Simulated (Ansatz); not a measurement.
# CeCr2B2C (element-swapped structure): how the settings move a single-point run

How sensitive is a single-point run of CeCr2B2C (element-swapped structure) to its settings? A reference run comes first, then four runs with altered input.

Method: reference: DFT r2SCAN, plane waves, PAW, scalar-relativistic, no spin polarisation, in Ansatz 0.2.0.

## 1. Starting point

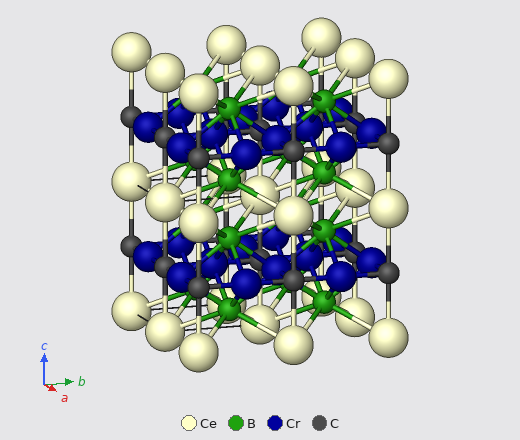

The starting structure, seen slightly off an axis (cerium light yellow, boron green, chromium blue, carbon dark grey). 2×2×2 cells are drawn. Atoms on the faces are drawn again on the opposite ones.

Coordinates:

```
Ce B Cr C
1.0
     3.76288    0.00000    0.00000
     0.00000    3.76288    0.00000
     0.00000    0.00000    4.95624
Ce B Cr C
1 2 2 1
Direct
  0.00000 0.00000 0.00000
  0.50000 0.50000 0.22400
  0.50000 0.50000 0.77600
  0.00000 0.50000 0.50000
  0.50000 0.00000 0.50000
  0.00000 0.00000 0.50000
```

## 2. The reference run

Contents of input.yaml:

```yaml
crystal:
  lattice:
    - [3.762876, 0.0, 0.0]
    - [0.0, 3.762876, 0.0]
    - [0.0, 0.0, 4.956235]
  atoms:
    - { symbol: Ce, position: [0.0, 0.0, 0.0] }
    - { symbol: B, position: [0.5, 0.5, 0.224] }
    - { symbol: B, position: [0.5, 0.5, 0.776] }
    - { symbol: Cr, position: [0.0, 0.5, 0.5] }
    - { symbol: Cr, position: [0.5, 0.0, 0.5] }
    - { symbol: C, position: [0.0, 0.0, 0.5] }
  symmetry: { tolerance: 0.0003 }
kpoints:
  mp_grid: { grid: [5, 5, 4], shift: [0, 0, 0] }
magnetization:
  spin_polarized: false
scf:
  occupations: { method: fermi_dirac }
hamiltonian:
  pseudopotentials: { kind: paw }
  xc: r2scan
basis:
  ecutwfc: 500
output:
  forces: true
  stress: true
  eigenvalues: true
  write_density: true
  write_potential: true
  elf: true
  volumetric_format: npy
```

The run is started by

```sh
$ ansatz run input.yaml --threads 1 --pin off --max-ram 2560MiB --backend cpu --events-out ev --progress --plain --runs-dir out
```

Output (excerpt; [...] marks lines left out):

```text
Warning: RAYON_NUM_THREADS=1 ignored (pool sized by the plan → 1); use --threads N
band count auto-derived: 35 (N_el = 50.0; filled up to band 25; 31 by the electrons, moments and atoms)
[...]
Pseudopotentials: kind: paw
Pseudopotential: Ce, paw, valence charge 12, recommended cutoff 500 eV (meta_gga), Ce.paw.azcp
Pseudopotential: B, paw, valence charge 3, recommended cutoff 500 eV (meta_gga), B.paw.azcp
Pseudopotential: Cr, paw, valence charge 14, recommended cutoff 500 eV (meta_gga), Cr.paw.azcp
Pseudopotential: C, paw, valence charge 4, recommended cutoff 500 eV (meta_gga), C.paw.azcp
Functional definition: r2SCAN
[...]
Crystal: 6 atoms, lattice volume = 70.177 Å³
Basis set: ecut = 500 eV, 1803 PW (Γ), exchange–correlation on 120×120×160 points (64 copies of the dense FFT grid, shifted against one another)
Bands: 35, of which v1, the nominal top of the filled ones, is band 25 counted from 1 (24 counted from 0)
Symmetry: 16 space group operations
Space group: P4/mmm (ITA 123), of the structure as read, at distance tolerance 1.2e-3 Å
k-points: 18 of 100
[...]
SCF iter   1: F=—  HF=-13933.392929 eV  |F-HF|=—  |Δ(HF+E_count)|=         —  Δρ=3.19e-1  dr2=8.05e1  dr2_τ=2.59e0  ethr=3.10e-3  ⟨swp⟩=4.8  Hψ=2404  notcnv=0  defer=1
[...]
iteration 10: the lowest order of the open f orbitals that was found in this iteration's bands is taken; no other order was found there
[...]
SCF iter  18: F=-13920.558593 eV  HF=-13920.558593 eV  |F-HF|=1.33e-8  |Δ(HF+E_count)|=   7.40e-8  Δρ=5.11e-6  dr2=3.13e-8  dr2_τ=8.66e-10  ethr=2.00e-10  ⟨swp⟩=7.6  Hψ=4325  notcnv=0
[...]
the search or the solves at the SCF's close seem to have found levels that the self-consistency loop had missed (the run counts 1). By its estimate they hold 1.12e-12 electrons. The energies and the density leave them out; if the run goes on with those levels, later outputs use [...]
SCF converged after 18 iterations
Free energy (F): -13920.558593 eV
[...]
E sigma→0 (E₀):  -13920.475939 eV
Entropy (-TS):   -0.165308 eV (-27.551 meV/atom)
Fermi energy:    15.205285 eV
[...]
--- Forces (eV/Å), atoms counted from 1 ---
  atom   1  Ce    -0.00000000     0.00000000     0.00000000
  atom   2  B      0.00000000     0.00000000    -0.20465455
  atom   3  B      0.00000000     0.00000000     0.20465455
  atom   4  Cr     0.00000000    -0.00000000     0.00000000
  atom   5  Cr     0.00000000     0.00000000     0.00000000
  atom   6  C     -0.00000000    -0.00000000     0.00000000
[...]
--- Stress (GPa, compression-positive) ---
       -1.298527       0.000000       0.000000
        0.000000      -1.298527       0.000000
        0.000000       0.000000       0.704645
  P = ⅓ Tr σ = -0.6308 GPa (-6.308 kbar)
--- Band table (eV; the first three rows and the last of 18) ---
[...]
```

Wall time 25 s (1 thread of Arm Neoverse V1, shared host); peak memory 0.48 GiB.

## 3. Changed: xc revpbe

Edit input.yaml of step 2 so:

```diff
@@ -21,3 +21,3 @@
   pseudopotentials: { kind: paw }
-  xc: r2scan
+  xc: revpbe
 basis:
@@ -28,5 +28 @@
   eigenvalues: true
-  write_density: true
-  write_potential: true
-  elf: true
-  volumetric_format: npy
```

The run is started by

```sh
$ ansatz run input.yaml --threads 1 --pin off --max-ram 2560MiB --backend cpu --events-out ev --progress --plain --runs-dir out
```

Output (excerpt; [...] marks lines left out):

```text
Warning: RAYON_NUM_THREADS=1 ignored (pool sized by the plan → 1); use --threads N
band count auto-derived: 35 (N_el = 50.0; filled up to band 25; 31 by the electrons, moments and atoms)
[...]
[... 1 set-up line as earlier in the session ...]
Pseudopotential: Ce, paw, valence charge 12, recommended cutoff 420 eV (normal), Ce.paw.azcp
Pseudopotential: B, paw, valence charge 3, recommended cutoff 420 eV (normal), B.paw.azcp
Pseudopotential: Cr, paw, valence charge 14, recommended cutoff 420 eV (normal), Cr.paw.azcp
Pseudopotential: C, paw, valence charge 4, recommended cutoff 420 eV (normal), C.paw.azcp
Functional definition: revPBE
[...]
Crystal: 6 atoms, lattice volume = 70.177 Å³
Basis set: ecut = 500 eV, 1803 PW (Γ), exchange–correlation on 60×60×80 points (8 copies of the dense FFT grid, shifted against one another)
Bands: 35, of which v1, the nominal top of the filled ones, is band 25 counted from 1 (24 counted from 0)
[...]
SCF iter   8: F=-13910.795982 eV  HF=-13910.795982 eV  |F-HF|=6.70e-9  |Δ(HF+E_count)|=   1.65e-8  Δρ=4.04e-6  dr2=9.39e-9  ethr=2.00e-10  ⟨swp⟩=4.2  Hψ=2063  notcnv=0
[...]
SCF converged after 8 iterations
Free energy (F): -13910.795982 eV
[...]
E sigma→0 (E₀):  -13910.706701 eV
Entropy (-TS):   -0.178561 eV (-29.760 meV/atom)
Fermi energy:    15.211915 eV
[...]
--- Forces (eV/Å), atoms counted from 1 ---
  atom   1  Ce    -0.00000000     0.00000000     0.00000000
  atom   2  B      0.00000000     0.00000000    -0.33620646
  atom   3  B      0.00000000     0.00000000     0.33620646
  atom   4  Cr     0.00000000     0.00000000     0.00000000
  atom   5  Cr    -0.00000000     0.00000000     0.00000000
  atom   6  C     -0.00000000     0.00000000     0.00000000
[...]
--- Stress (GPa, compression-positive) ---
        3.586177       0.000000       0.000000
        0.000000       3.586177       0.000000
        0.000000       0.000000       3.114657
  P = ⅓ Tr σ = 3.4290 GPa (34.290 kbar)
--- Band table (eV; the first three rows and the last of 18) ---
[...]
```

It took 4.2 s on 1 thread of Arm Neoverse V1, shared host; peak memory 0.39 GiB.

Total energies don't compare across a change of functional; the pressure goes from -0.6 to 3.4 GPa and the largest force goes from 0.20 to 0.34 eV/Å. At this fixed cell a higher pressure means that this functional prefers a larger volume than the reference.

## 4. Variant: xc lda, ecutwfc 51.4 Ry, xc_grid 1

Edit input.yaml of step 2 so:

```diff
@@ -21,5 +21,6 @@
   pseudopotentials: { kind: paw }
-  xc: r2scan
+  xc: lda
 basis:
-  ecutwfc: 500
+  ecutwfc: "51.4 Ry"
+  xc_grid: 1
 output:
@@ -28,5 +29 @@
   eigenvalues: true
-  write_density: true
-  write_potential: true
-  elf: true
-  volumetric_format: npy
```

The run is started by

```sh
$ ansatz run input.yaml --threads 1 --pin off --max-ram 2560MiB --backend cpu --events-out ev --progress --plain --runs-dir out
```

Output (excerpt; [...] marks lines left out):

```text
Warning: RAYON_NUM_THREADS=1 ignored (pool sized by the plan → 1); use --threads N
band count auto-derived: 35 (N_el = 50.0; filled up to band 25; 31 by the electrons, moments and atoms)
[...]
[... 5 set-up lines as earlier in the session ...]
Functional definition: SPW92
[...]
Crystal: 6 atoms, lattice volume = 70.177 Å³
Basis set: ecut = 699.3326265218916 eV, 2953 PW (Γ)
Bands: 35, of which v1, the nominal top of the filled ones, is band 25 counted from 1 (24 counted from 0)
[... 1 set-up line as earlier in the session ...]
[...]
SCF iter   8: F=-13587.316857 eV  HF=-13587.316857 eV  |F-HF|=2.33e-8  |Δ(HF+E_count)|=   1.78e-7  Δρ=4.88e-6  dr2=2.87e-8  ethr=2.00e-10  ⟨swp⟩=3.2  Hψ=2225  notcnv=0
[...]
SCF converged after 8 iterations
Free energy (F): -13587.316857 eV
[...]
E sigma→0 (E₀):  -13587.226774 eV
Entropy (-TS):   -0.180165 eV (-30.028 meV/atom)
Fermi energy:    14.839275 eV
[...]
--- Forces (eV/Å), atoms counted from 1 ---
  atom   1  Ce    -0.00000000     0.00000000     0.00000000
  atom   2  B      0.00000000     0.00000000    -0.11042348
  atom   3  B      0.00000000     0.00000000     0.11042348
  atom   4  Cr     0.00000000     0.00000000     0.00000000
  atom   5  Cr     0.00000000     0.00000000     0.00000000
  atom   6  C     -0.00000000     0.00000000     0.00000000
[...]
--- Stress (GPa, compression-positive) ---
      -10.244218       0.000000       0.000000
        0.000000     -10.244218       0.000000
        0.000000       0.000000      -8.555751
  P = ⅓ Tr σ = -9.6814 GPa (-96.814 kbar)
--- Band table (eV; the first three rows and the last of 18) ---
[...]
```

It took 6.2 s on 1 thread of Arm Neoverse V1, shared host; peak memory 0.42 GiB.

A change of functional puts the total energy on another scale; the pressure goes from -0.6 to -9.7 GPa and the largest force goes from 0.20 to 0.11 eV/Å. The cutoff and numerical grids changed too.

## 5. Variant: mp_grid.grid [6, 6, 5], dr2_threshold 1.0e-06, ecutwfc 500 eV

Edit input.yaml of step 2 so:

```diff
@@ -14,3 +14,3 @@
 kpoints:
-  mp_grid: { grid: [5, 5, 4], shift: [0, 0, 0] }
+  mp_grid: { grid: [6, 6, 5], shift: [0, 0, 0] }
 magnetization:
@@ -19,2 +19,3 @@
   occupations: { method: fermi_dirac }
+  convergence: { dr2_threshold: 1.0e-06 }
 hamiltonian:
@@ -23,3 +24,3 @@
 basis:
-  ecutwfc: 500
+  ecutwfc: "500 eV"
 output:
@@ -28,5 +29 @@
   eigenvalues: true
-  write_density: true
-  write_potential: true
-  elf: true
-  volumetric_format: npy
```

The run is started by

```sh
$ ansatz run input.yaml --threads 1 --pin off --max-ram 2560MiB --backend cpu --events-out ev --progress --plain --runs-dir out
```

Output (excerpt; [...] marks lines left out):

```text
Warning: scf.convergence.dr2_threshold = 1e-6 eV is looser than this run's default, which is 1e-7 eV or tighter. The error in the forces grows as the threshold's square root, so leave the key out unless less accurate forces are enough
Warning: output.stress: scf.convergence.dr2_threshold = 1e-6 eV is looser than the 6e-10 eV advised for a printed stress (1e-10 eV for each atom of the cell: 6). What an SCF threshold leaves in a stress goes as its square root, and in the free energy as the threshold itself, and one [...]
Warning: RAYON_NUM_THREADS=1 ignored (pool sized by the plan → 1); use --threads N
band count auto-derived: 35 (N_el = 50.0; filled up to band 25; 31 by the electrons, moments and atoms)
[...]
[... 6 set-up lines as earlier in the session ...]
[...]
k-points: 30 of 180
[...]
SCF iter   1: F=—  HF=-13933.386727 eV  |F-HF|=—  |Δ(HF+E_count)|=         —  Δρ=3.18e-1  dr2=7.97e1  dr2_τ=2.58e0  ethr=3.10e-3  ⟨swp⟩=4.8  Hψ=3995  notcnv=0  defer=1
[...]
iteration 10: the lowest order of the open f orbitals that was found in this iteration's bands is taken; no other order was found there
[...]
SCF iter  18: F=-13920.555641 eV  HF=-13920.555641 eV  |F-HF|=2.45e-8  |Δ(HF+E_count)|=   8.32e-8  Δρ=5.72e-6  dr2=4.54e-8  dr2_τ=1.05e-9  ethr=2.67e-10  ⟨swp⟩=2.1  Hψ=3251  notcnv=0
[...]
SCF converged after 18 iterations
Free energy (F): -13920.555641 eV
[...]
E sigma→0 (E₀):  -13920.474453 eV
Entropy (-TS):   -0.162376 eV (-27.063 meV/atom)
Fermi energy:    15.209399 eV
[...]
--- Forces (eV/Å), atoms counted from 1 ---
  atom   1  Ce    -0.00000000     0.00000000     0.00000000
  atom   2  B      0.00000000     0.00000000    -0.23379617
  atom   3  B      0.00000000     0.00000000     0.23379617
  atom   4  Cr     0.00000000    -0.00000000     0.00000000
  atom   5  Cr     0.00000000    -0.00000000     0.00000000
  atom   6  C     -0.00000000    -0.00000000     0.00000000
[...]
--- Stress (GPa, compression-positive) ---
       -1.360211       0.000000       0.000000
        0.000000      -1.360211       0.000000
        0.000000       0.000000       0.848755
  P = ⅓ Tr σ = -0.6239 GPa (-6.239 kbar)
--- Band table (eV; the first three rows and the last of 30) ---
[...]
```

Wall time 37 s (1 thread of Arm Neoverse V1, shared host); peak memory 0.51 GiB.

Changing the k-point mesh and convergence setting moves the energy by +0.5 meV/atom, and the largest force goes from 0.20 to 0.23 eV/Å. The energy is not variational in the mesh, so the sign tells nothing.

## 6. Variant: mp_grid.shift [0.5, 0.5, 0.5]

Edit input.yaml of step 2 so:

```diff
@@ -14,3 +14,3 @@
 kpoints:
-  mp_grid: { grid: [5, 5, 4], shift: [0, 0, 0] }
+  mp_grid: { grid: [5, 5, 4], shift: [0.5, 0.5, 0.5] }
 magnetization:
```

The run is started by

```sh
$ ansatz run input.yaml --threads 1 --pin off --max-ram 2560MiB --backend cpu --events-out ev --progress --plain --runs-dir out
```

Output (excerpt; [...] marks lines left out):

```text
Warning: RAYON_NUM_THREADS=1 ignored (pool sized by the plan → 1); use --threads N
band count auto-derived: 35 (N_el = 50.0; filled up to band 25; 31 by the electrons, moments and atoms)
[...]
[... 6 set-up lines as earlier in the session ...]
[...]
Crystal: 6 atoms, lattice volume = 70.177 Å³
Basis set: ecut = 500 eV, 1803 PW (Γ), exchange–correlation on 120×120×160 points (64 copies of the dense FFT grid, shifted against one another)
Bands: 35, of which v1, the nominal top of the filled ones, is band 25 counted from 1 (24 counted from 0)
[...]
SCF iter  18: F=-13920.548308 eV  HF=-13920.548308 eV  |F-HF|=2.80e-8  |Δ(HF+E_count)|=   3.59e-8  Δρ=7.04e-6  dr2=3.33e-8  dr2_τ=8.28e-10  ethr=8.47e-11  ⟨swp⟩=7.2  Hψ=2851  notcnv=0
[...]
SCF converged after 18 iterations
Free energy (F): -13920.548308 eV
[...]
E sigma→0 (E₀):  -13920.469001 eV
Entropy (-TS):   -0.158613 eV (-26.436 meV/atom)
Fermi energy:    15.214182 eV
[...]
--- Forces (eV/Å), atoms counted from 1 ---
  atom   1  Ce     0.00000000    -0.00000000     0.00000000
  atom   2  B      0.00000000     0.00000000    -0.28226952
  atom   3  B      0.00000000     0.00000000     0.28226952
  atom   4  Cr     0.00000000    -0.00000000     0.00000000
  atom   5  Cr     0.00000000     0.00000000     0.00000000
  atom   6  C     -0.00000000     0.00000000     0.00000000
[...]
--- Stress (GPa, compression-positive) ---
       -1.481744       0.000000       0.000000
        0.000000      -1.481744       0.000000
        0.000000       0.000000       1.097320
  P = ⅓ Tr σ = -0.6221 GPa (-6.221 kbar)
--- Band table (eV; the first three rows and the last of 12) ---
[...]
```

Run time: 20 s. Hardware: 1 thread of Arm Neoverse V1, shared host; peak memory 0.47 GiB.

Changing the k-point mesh moves the energy by +1.7 meV/atom, and the largest force goes from 0.20 to 0.28 eV/Å. Sampling errors of the energy have no fixed sign.

## 7. All runs together

| run | ending | energy change | pressure (GPa) | gap (eV) | force (eV/Å) | cycles | time |
| --- | --- | --- | --- | --- | --- | --- | --- |
| reference | converged | 0 | -0.6 | 0.00 | 0.20 | 18 | 25 s |
| 1: xc revpbe | converged | not comparable | 3.4 | 0.00 | 0.34 | 8 | 4.2 s |
| 2: xc lda, ecutwfc 51.4 Ry, xc_grid 1 | converged | not comparable | -9.7 | 0.00 | 0.11 | 8 | 6.2 s |
| 3: mp_grid.grid [6, 6, 5], dr2_threshold 1.0e-06, ecutwfc 500 eV | converged | +0.5 meV/atom | -0.6 | 0.00 | 0.23 | 18 | 37 s |
| 4: mp_grid.shift [0.5, 0.5, 0.5] | converged | +1.7 meV/atom | -0.6 | 0.00 | 0.28 | 18 | 20 s |

Times don't compare one to one where runs were asked for different outputs or read a saved state (see the inputs); cycles may leave out searches for a lower state.

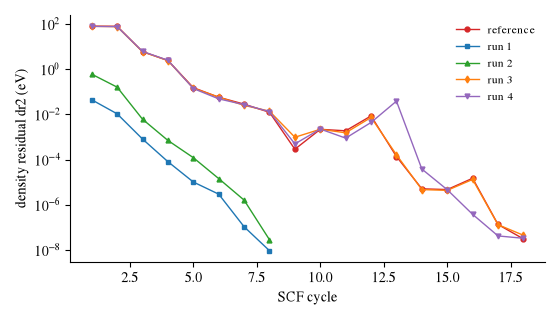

Residual by cycle in the longest SCF loop of each run; runs are numbered as in the table.

**Reading.** Of the converged runs whose energies compare with the reference's, «mp_grid.shift [0.5, 0.5, 0.5]» moves the energy most (+1.7 meV/atom) and «mp_grid.grid [6, 6, 5], dr2_threshold 1.0e-06, ecutwfc 500 eV» least (+0.5 meV/atom). The pressure spans -9.7 to 3.4 GPa over the reference and the converged variants. The reference leaves spin out although Ce and Cr can carry a moment, so its state need not be the lowest.

The reference is no final answer either: its f shells have neither a U nor exact exchange and are poorly placed; its mesh is coarse for a cell with so small a gap or none; the structure is made up and not relaxed.
